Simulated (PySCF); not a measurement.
# HfN₂: relaxation and vibrations of the triplet

Aim: relax HfN₂ as a triplet from a end-on start, check by its vibrations whether the end is a minimum, and collect its spectrum and constants.

Program: PySCF 2.14.0. Level of theory: PBE0, basis Hf def2-TZVP with ECP60, N def2-TZVP, scalar-relativistic core potentials, no spin–orbit coupling, density fitting. These are calculated values, not measurements.

## 1. The starting structure

3 atoms, charge 0, spin multiplicity 3.

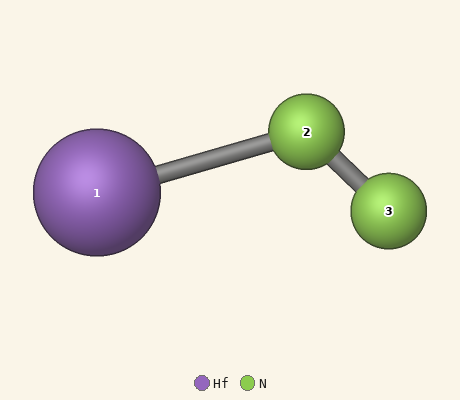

The starting geometry (hafnium purple, nitrogen green); atoms are numbered from 1 in the order of the file.

Z-matrix (Å, degrees; charge 0 multiplicity 3):
```
Hf
N  1 2.2969
N  2 1.2041 1 119.89
```

## 2. First SCF at the start

The steps below are one call of a driver around PySCF. For each, scf.py gives the equivalent set-up of the SCF; relaxations use the driver's own optimiser. After this first run the driver tries any further starts and a stability analysis.

File scf.py:

```python
from pyscf import gto, scf, dft
mol = gto.M(atom='''
Hf     0.000000     0.000000     0.000000
N      0.000000     0.000000     2.296900
N      1.044000     0.000000     2.896900''',
    basis={'Hf': 'def2-TZVP', 'N': 'def2-TZVP'},
    ecp={'Hf': 'def2-TZVP'},
    charge=0, spin=2)
mf = dft.UKS(mol, xc='PBE0')
mf.grids.atom_grid = (50, 194)
aux = {'Hf': 'def2-universal-JKFIT', 'N': 'def2-universal-JKFIT'}
mf = mf.density_fit(auxbasis=aux)
mf.conv_tol = 1e-08
mf.diis_space = 10
mf.max_cycle = 60
mf.init_guess = 'minao'
mf.verbose = 4
mf.kernel()
```

Launch:

```sh
$ OMP_NUM_THREADS=2 python axn.py task.json out
```

The log of the run (excerpt; [...] marks lines left out):

```text
[... the frontier levels of the middle cycles are left out ...]
init E= -139.617720792691
[... the frontier-level lines of each cycle are left out ...]
cycle= 1 E= -157.088355474768  delta_E= -17.5  |g|= 0.513  |ddm|= 3.61
cycle= 2 E= -155.297039353235  delta_E= 1.79  |g|= 1.53  |ddm|= 2.48
cycle= 3 E= -157.227278975819  delta_E= -1.93  |g|= 0.273  |ddm|= 1.86
cycle= 4 E= -157.245498482074  delta_E= -0.0182  |g|= 0.24  |ddm|= 0.46
cycle= 5 E= -157.269900607007  delta_E= -0.0244  |g|= 0.0695  |ddm|= 0.194
cycle= 6 E= -157.272243587976  delta_E= -0.00234  |g|= 0.0329  |ddm|= 0.0854
cycle= 7 E= -157.273343940943  delta_E= -0.0011  |g|= 0.0208  |ddm|= 0.046
cycle= 8 E= -157.274738935296  delta_E= -0.00139  |g|= 0.00857  |ddm|= 0.0963
cycle= 9 E= -157.275177759098  delta_E= -0.000439  |g|= 0.00756  |ddm|= 0.0427
cycle= 10 E= -157.275867972036  delta_E= -0.00069  |g|= 0.0103  |ddm|= 0.079
cycle= 11 E= -157.276374327682  delta_E= -0.000506  |g|= 0.00867  |ddm|= 0.0622
cycle= 12 E= -157.277086565767  delta_E= -0.000712  |g|= 0.00472  |ddm|= 0.13
cycle= 13 E= -157.277232850535  delta_E= -0.000146  |g|= 0.00128  |ddm|= 0.0619
cycle= 14 E= -157.277247229229  delta_E= -1.44e-05  |g|= 0.000794  |ddm|= 0.0102
[... 46 cycles left out ...]
SCF not converged.
init E= -139.617720792691
[... 20 cycles left out ...]
SCF not converged.
init E= -157.276856512839
[... 16 cycles left out ...]
cycle= 17 E= -157.277298280028  delta_E= -2.65e-06  |g|= 0.000346  |ddm|= 0.00444
cycle= 18 E= -157.277302261449  delta_E= -3.98e-06  |g|= 0.000456  |ddm|= 0.00734
cycle= 19 E= -157.277307138455  delta_E= -4.88e-06  |g|= 0.000637  |ddm|= 0.0103
cycle= 20 E= -157.277309274828  delta_E= -2.14e-06  |g|= 0.000361  |ddm|= 0.00428
cycle= 21 E= -157.277311909342  delta_E= -2.63e-06  |g|= 0.000439  |ddm|= 0.0064
cycle= 22 E= -157.277314080447  delta_E= -2.17e-06  |g|= 0.000396  |ddm|= 0.00548
cycle= 23 E= -157.277316213889  delta_E= -2.13e-06  |g|= 0.000398  |ddm|= 0.00577
cycle= 24 E= -157.277318168843  delta_E= -1.95e-06  |g|= 0.000388  |ddm|= 0.00554
cycle= 25 E= -157.277320007678  delta_E= -1.84e-06  |g|= 0.000381  |ddm|= 0.00544
cycle= 26 E= -157.277321337577  delta_E= -1.33e-06  |g|= 0.00027  |ddm|= 0.00388
cycle= 27 E= -157.277324094542  delta_E= -2.76e-06  |g|= 0.00053  |ddm|= 0.00911
cycle= 28 E= -157.27732544592  delta_E= -1.35e-06  |g|= 0.000246  |ddm|= 0.00369
cycle= 29 E= -157.277327291825  delta_E= -1.85e-06  |g|= 0.000392  |ddm|= 0.00636
cycle= 30 E= -157.277332865376  delta_E= -5.57e-06  |g|= 0.00165  |ddm|= 0.0268
SCF not converged.
macro= 0  E= -157.277168085644  delta_E= 0.00016478  |g|= 0.00237257  3 KF 15 JK
macro= 1  E= -157.277513472392  delta_E= -0.000345387  |g|= 8.35246e-05  4 KF 20 JK
macro= 2  E= -157.277513504216  delta_E= -3.18236e-08  |g|= 3.40373e-05  1 KF 8 JK
macro= 3  E= -157.277513504215  delta_E= 1.7053e-13  |g|= 3.88379e-05  1 KF 2 JK
macro X = 4  E=-157.277513504215  |g|= 3.88379e-05  total 10 KF 50 JK
converged SCF energy = -157.277513504215  <S^2> = 2.1887225  2S+1 = 3.1232819
```

This step, with its further starts and checks, needed 29 s of wall time on 2 threads of AMD EPYC 9R45 (Zen 5), shared host.

The starts that the driver tried:

```csv
start,energy (Eh)
the minimal-basis guess,-157.277514
a thermally smeared density,-157.277514
a smeared PBE density,-157.277514
```

Where DIIS stalls, the driver goes on with a level shift of 0.3 Eh and then with a second-order solver.

The test of internal stability and the other starts found no lower solution of this spin.

## 3. Relaxing the triplet from the end-on start

The program finds Cs symmetry in the start, which this walk keeps.

Changes to scf.py since step 2:

```diff
@@ -3,3 +3,3 @@
-Hf     0.000000     0.000000     0.000000
-N      0.000000     0.000000     2.296900
-N      1.044000     0.000000     2.896900''',
+Hf    -0.070301     0.000000    -0.349739
+N     -0.070301     0.000000     1.947161
+N      0.973699     0.000000     2.547161''',
@@ -16 +15,0 @@
-mf.init_guess = 'minao'
```

Energy and gradient, step by step:

```csv
step,energy (Eh),change (kJ/mol),largest symmetric gradient (Eh/bohr)
0,-157.277514,0.00,0.10209
1,-157.288785,-29.59,0.05910
2,-157.294836,-45.48,0.02534
3,-157.298194,-54.30,0.09125
4,-157.304670,-71.30,0.05859
5,-157.309137,-83.03,0.03719
6,-157.313605,-94.76,0.03116
7,-157.316853,-103.29,0.02151
8,-157.319784,-110.98,0.01714
9,-157.319943,-111.40,0.00526
10,-157.319985,-111.51,0.00400
11,-157.320030,-111.63,0.00249
12,-157.320060,-111.71,0.00052
13,-157.320061,-111.71,0.00002
```

The walk took 30 s.

Geometry (Å) and forces (eV/Å) at some steps:

```
step 0
Hf  -0.070   0.000  -0.350  -0.126   0.000   1.394
N   -0.070   0.000   1.947   5.250   0.000   1.272
N    0.974   0.000   2.547  -5.123   0.000  -2.666
step 1
Hf  -0.077   0.000  -0.314  -0.421   0.000   0.201
N   -0.004   0.000   1.931  -2.334   0.000  -3.039
N    0.914   0.000   2.527   2.756   0.000   2.838
step 7
Hf  -0.193   0.000  -0.232  -0.398   0.000  -0.628
N    0.245   0.000   1.676   1.106   0.000   1.076
N    0.781   0.000   2.700  -0.708   0.000  -0.448
step 13
Hf  -0.247   0.000  -0.258  -0.001   0.000   0.001
N    0.367   0.000   1.659   0.000   0.000  -0.001
N    0.714   0.000   2.743   0.001   0.000   0.000
```

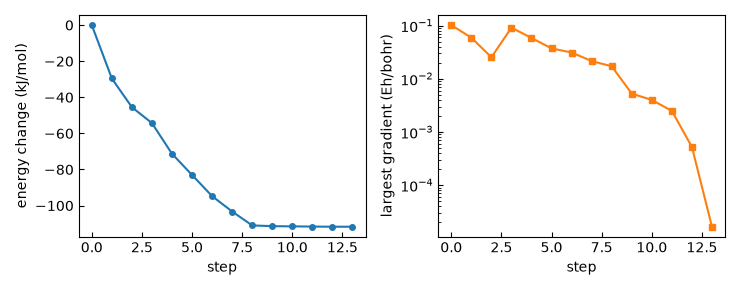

How energy and gradient fall.

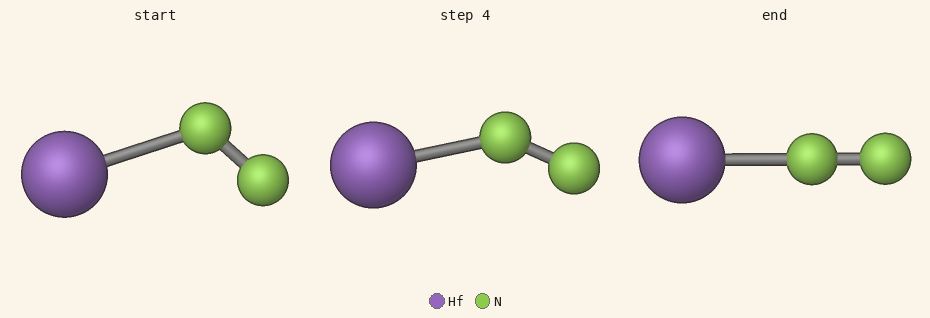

The geometry along the walk, at one scale.

After 13 steps and 111.7 kJ/mol it ends at C∞v: Hf–N 2.013 Å, N–N 1.138 Å; Hf–N–N 180.0°.

## 4. Hessian and properties

On the finer grid the gradient is checked again; gradients at displacements of ±0.02 bohr then give force constants and infrared intensities.

Changes to scf.py since step 3:

```diff
@@ -3,3 +3,3 @@
-Hf    -0.070301     0.000000    -0.349739
-N     -0.070301     0.000000     1.947161
-N      0.973699     0.000000     2.547161''',
+Hf    -0.106007     0.000000    -0.331137
+N      0.507774    -0.000000     1.586152
+N      0.854788    -0.000000     2.670132''',
@@ -10 +10 @@
-mf.grids.atom_grid = (50, 194)
+mf.grids.atom_grid = (75, 302)
@@ -13 +13 @@
-mf.conv_tol = 1e-08
+mf.conv_tol = 1e-10
```

The driver hands on the density of the step before, so the log starts near convergence.

Log of the central SCF (cycles and frontier levels):

```text
init E= -157.320103953802
[... the frontier-level lines of each cycle are left out ...]
cycle= 1 E= -157.320103952786  delta_E= 1.02e-09  |g|= 4.43e-05  |ddm|= 6.45e-05
cycle= 2 E= -157.320103946025  delta_E= 6.76e-09  |g|= 0.000115  |ddm|= 0.000163
cycle= 3 E= -157.320103953987  delta_E= -7.96e-09  |g|= 5.44e-06  |ddm|= 0.000116
cycle= 4 E= -157.320103953999  delta_E= -1.24e-11  |g|= 5.66e-07  |ddm|= 3.31e-06
Extra cycle  E= -157.320103954  delta_E= -3.41e-13  |g|= 6.67e-07  |ddm|= 1.78e-06
converged SCF energy = -157.320103954  <S^2> = 2.026631  2S+1 = 3.0177018
```

The whole step took 21 s.

Geometry: C∞v; Hf–N 2.013 Å, N–N 1.138 Å; Hf–N–N 180.0°.

Modes, for the most abundant isotopes:

| symmetry | ω (cm⁻¹) | IR (km/mol) | μ (u) |
| --- | --- | --- | --- |
| π | 311 | 0.7 | 14.10 |
| σ+ | 386 | 39.5 | 15.99 |
| σ+ | 1875 | 939 | 14.01 |

Every mode is real; the point is a minimum.

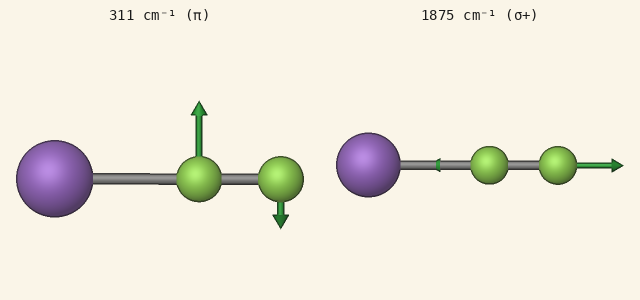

How the atoms move in 2 of the modes.

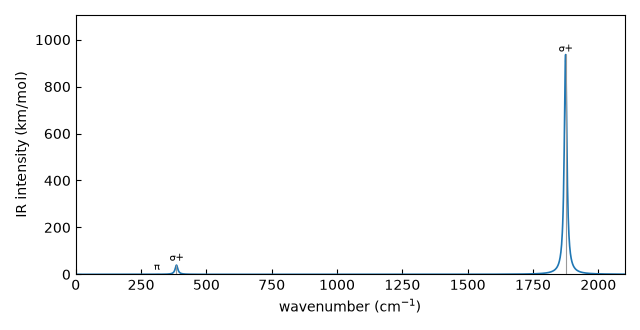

The harmonic infrared spectrum (widths in cm⁻¹). Lines are broadened to a width of 12 cm⁻¹ (Lorentzian).

Constants and moments:

```
Dipole moment                                                   : 2.50 D
Highest occupied level                                          : -5.22 eV
Lowest empty level                                              : -2.23 eV
Rotational constants                                            : 0.09878 cm⁻¹
Zero-point energy                                               : 17.2 kJ/mol
Principal polarisabilities                                      : 91.6, 91.6, 132.8 bohr³
Atomisation energy without zero-point energy                    : 1024 kJ/mol
Principal traceless quadrupole moments about the centre of mass : -5.77, 2.88, 2.88 D Å
Entropy at 298.15 K and 1 bar (electronic part: spin only)      : 272.1 J/(mol K)
Heat capacity Cp at 298.15 K                                    : 49.3 J/(mol K)
Enthalpy at 298.15 K above 0 K                                  : 11.67 kJ/mol
Rotational symmetry number                                      : 1
Spin squared ⟨S²⟩                                               : 2.027
```

Charges (e) and bond orders:

```
atom  Mulliken  Löwdin  polar tensor  spin (Mulliken)  Mayer order to Hf1
 Hf1      0.27    0.17         -0.13             1.36                   –
  N2     -0.11   -0.14          0.92            -0.12                1.08
  N3     -0.16   -0.03         -0.79             0.75                0.37
```

Mulliken populations on Hf1 (outside its core potential): s 3.75, p 6.11, d 1.85, f 0.03.

## 5. Results

| quantity | value |
| --- | --- |
| minimum | triplet, C∞v |
| geometry | Hf–N 2.013 Å, N–N 1.138 Å; Hf–N–N 180.0° |
| wavenumbers (cm⁻¹) | 311 (π), 386 (σ+), 1875 (σ+) |
| dipole moment | 2.50 D |
| highest occupied, lowest empty level (either spin) | -5.22, -2.23 eV |
| polar-tensor charge of Hf1 | -0.13 e |
| zero-point energy | 17.2 kJ/mol |
| entropy at 298.15 K | 272.1 J/(mol K) |
| atomisation energy (no zero-point energy) | 1024 kJ/mol |
| ⟨S²⟩ | 2.027 |

What this shows: From Cs at the start the molecule goes to a C∞v minimum. In the infrared the band at 1875 cm⁻¹ (σ+) leads. Most of the spin sits on Hf1 (Mulliken spin 1.36, against 2 for the whole molecule). Other starts or spin states, not run here, may lie lower. One determinant may miss the lowest occupation of an open d or f shell. Spin–orbit coupling, left out here, can matter for elements this heavy.

The search up to here took 80 s.
